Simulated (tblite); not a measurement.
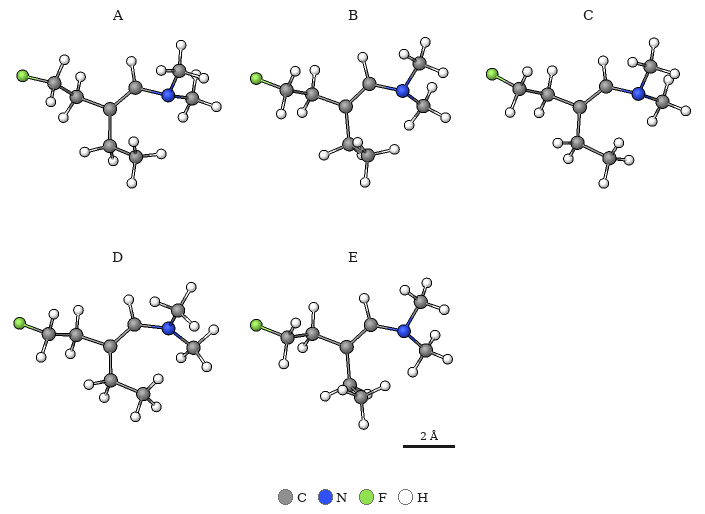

5 geometries from one relaxation of C8H16FN, in shuffled order. Style: ball-and-stick. Shown face on.

Computed with GFN2-xTB geometry optimisation, gas phase in tblite. 

Put them in the order of the run, from the start to the converged end.

D, C, A, B, E. They are steps 0, 71, 162, 195, 251, at +119.5 kJ/mol, +14.6 kJ/mol, +11.4 kJ/mol, +4.81 kJ/mol relative to the last. Over 251 geometry steps the energy falls by 119.5 kJ/mol. The atom that moves furthest after the best rigid fit is an H atom (2.08 Å). By element the largest moves are H 2.08 Å, C 0.73 Å, F 0.51 Å, N 0.34 Å. Some distances before and after: C–H 1.155 → 1.088 Å, C–C 1.467 → 1.527 Å, C–C 1.459 → 1.508 Å, C–C 1.490 → 1.528 Å. Bond angles that change, for instance: H–C–H 117.8° → 108.2°, C–C–H 119.2° → 110.2°, C–N–C 120.4° → 111.8°. Groups turn about C–C by about 50°.
